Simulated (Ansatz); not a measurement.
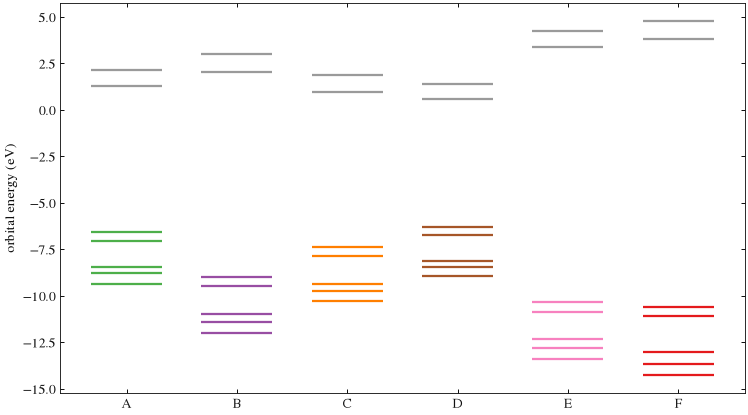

Frontier orbital energies of C₅H₁₀, SMILES CC1(C)CC1 at one geometry, def2-TZVPP, the Ansatz code, at a PBE0-D4/def2-TZVP geometry (a minimum by its frequencies). Empty levels are grey, levels within 0.1 eV stand side by side; all columns show the same few orbitals around the gap.

**The columns come from B3LYP, CAM-B3LYP, HF, LC-wPBE, r2SCAN and revPBE. Which is which?**

A: r2SCAN (HOMO −6.55, LUMO 1.30, separation 7.85 eV)
B: CAM-B3LYP (HOMO −8.98, LUMO 2.05, separation 11.04 eV)
C: B3LYP (HOMO −7.40, LUMO 0.97, separation 8.37 eV)
D: revPBE (HOMO −6.29, LUMO 0.60, separation 6.90 eV)
E: LC-wPBE (HOMO −10.33, LUMO 3.36, separation 13.69 eV)
F: HF (HOMO −10.58, LUMO 3.81, separation 14.40 eV)

Caveats, for all or some of the runs: empty levels above zero depend strongly on the basis.
